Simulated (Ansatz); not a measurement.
# Response to strain in Ag

Start from Ag in the fcc (Cu type) structure (space group Fm-3m, No. 225; a = 4.0009 Å; relaxed with 0.1 eV smearing). Axes: x, y, z lie along the cube axes.

Strains are applied to the cell and any free atomic positions relax.

Method: Kohn–Sham DFT with the LDA functional, run in Ansatz (a first-principles code) with PAW and 420 eV plane waves, no spin-orbit coupling.

Notes on the quantities. energy relative to the base: free energy F.

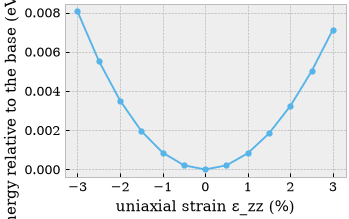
Energy relative to the base against uniaxial strain ε_zz

From the plot, what is the energy relative to the base for uniaxial strain ε_zz = +2.00 %?

About 0.0032 eV/atom.

Is the trend monotonic over the range shown?

No, it turns within the range, spanning 0 meV/atom to +8.1 meV/atom.

No phonon test of stability was made.
